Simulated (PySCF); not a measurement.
**CH5AsSi (SMILES C1[SiH2][AsH]1) at PBE/def2-SVP**

What is the energy change on altering one bond length of CH5AsSi at PBE/def2-SVP? 

Program for the calculation: PySCF 2.14.0.

1 further run of the same task is left out (set aside as unsound or not needed).

## (1) Starting point

The species is CH5AsSi (8 atoms), meant as a singlet with charge 0. As SMILES, `C1[SiH2][AsH]1`. The shape is that of a PBE0-D4/def2-TZVP optimisation.

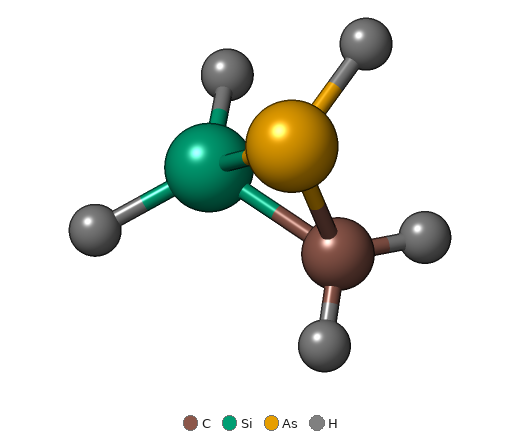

Viewed from a chosen angle; carbon brown, silicon teal, arsenic amber, hydrogen grey.

## (2) The energy at PBE/def2-SVP

geometry.xyz

```xyz
8
CH5AsSi
C     -0.770300     0.017900    -0.576000
Si     0.707800     0.663100     0.315700
As    -0.538100    -1.122700     1.107200
H     -0.667200    -0.524000    -1.509300
H     -1.690700     0.591800    -0.522300
H      0.581300     1.973900     0.990500
H      2.040800     0.422300    -0.277100
H      0.428400    -2.079400     0.415600
```

job.py

```python
from pyscf import gto, dft

system = gto.Mole()
system.atom = 'geometry.xyz'
system.spin = 0
system.basis = 'def2-svp'
system.max_memory = 1860
system.verbose = 3
system.build()

calc0 = dft.RKS(system, xc='pbe')
calc0.grids.level = 5
calc0.conv_tol = 1e-10
calc0.kernel()
if not calc0.converged:
    calc0 = calc0.newton().run(calc0.mo_coeff, calc0.mo_occ)

e_tot = calc0.e_tot
print('Final energy', e_tot)
```

Launch:

```console
$ OMP_NUM_THREADS=1 python job.py
```

Standard output:

```text
converged SCF energy = -2565.51129246085
Final energy -2565.5112924608525
```

Run time: 23 s. Hardware: 1 thread of Intel Xeon at 2.70GHz, shared host; peak memory 0.46 GiB.

## (3) The distorted shape, same level

calc.py

```python
from pyscf import gto, dft

mol = gto.Mole()
mol.atom = '''
C   -1.836703   0.210541  -0.101759
Si  -0.358603   0.855741   0.789941
As  -1.604503  -0.930059   1.581441
H   -1.733603  -0.331359  -1.035059
H   -2.757103   0.784441  -0.048059
H   -0.485103   2.166541   1.464741
H    2.040800   0.422300  -0.277100
H   -0.638003  -1.886759   0.889841
'''
mol.basis = 'def2-svp'
mol.verbose = 3
mol.max_memory = 1860
mol.build()

calc0 = dft.RKS(mol)
calc0.xc = 'pbe'
calc0.grids.level = 5
calc0.conv_tol = 1e-10
calc0.kernel()
if not calc0.converged:
    calc0 = calc0.newton().run(calc0.mo_coeff, calc0.mo_occ)

e_final = calc0.e_tot
print(f'total energy: {e_final:.8f} hartree')
```

Launch:

```console
$ OMP_NUM_THREADS=1 python calc.py
```

Standard output:

```text
converged SCF energy = -2565.40228066686
total energy: -2565.40228067 hartree
```

Wall time 21 s (1 thread of Intel Xeon at 2.70GHz, shared host); peak memory 0.46 GiB.

## (4) Outcome

At PBE/def2-SVP:

| quantity | value |
| --- | --- |
| first shape: total energy | -2565.51129 Eh |
| first shape: dipole moment | 0.87 D |
| first shape: HOMO energy | -5.88 eV |
| first shape: LUMO energy | -0.90 eV |
| first shape: HOMO–LUMO gap | 4.97 eV |
| distorted shape: total energy | -2565.40228 Eh |
| distorted shape: dipole moment | 1.54 D |
| distorted shape: HOMO energy | -6.05 eV |
| distorted shape: LUMO energy | -3.66 eV |
| distorted shape: HOMO–LUMO gap | 2.40 eV |
| energy change with the Si2–H7 bond stretched from 1.479 to 2.662 Å | 2.966 eV |

One bond (distorted shape) is far stretched, which a spin-restricted single reference describes badly; a broken-symmetry solution may lie lower. With the Si2–H7 bond stretched from 1.479 to 2.662 Å the energy rises by 2.97 eV (286 kJ/mol). The first shape isn't relaxed at this level, so the change isn't measured from a minimum. A restricted reference can't describe the breaking bond well at this length.
